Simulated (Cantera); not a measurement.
Charge: 1 mol C6H6, a varied amount of CO2, 13 mol H2, held at 500 °C and 10000 Pa.

These are equilibrium values from Cantera (NASA tables, ideal gas, pure condensed phases), not measurements of a reactor. Candidate condensed phases: C, C6H6, C7H8, C8H18, H2O; 110 gas species. Kinetics and transport are ignored.

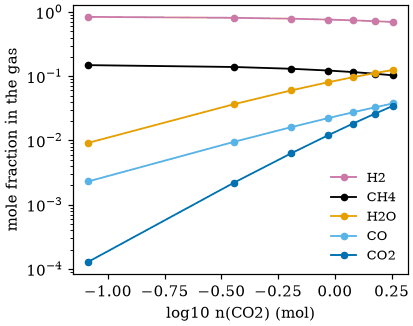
Equilibrium gas composition (values under 1e-9 drawn at 1e-9)

From 0.082 mol CO2 to 1.8 mol CO2 the condensed part is C(graphite). The main C-bearing gas is CH4 throughout.
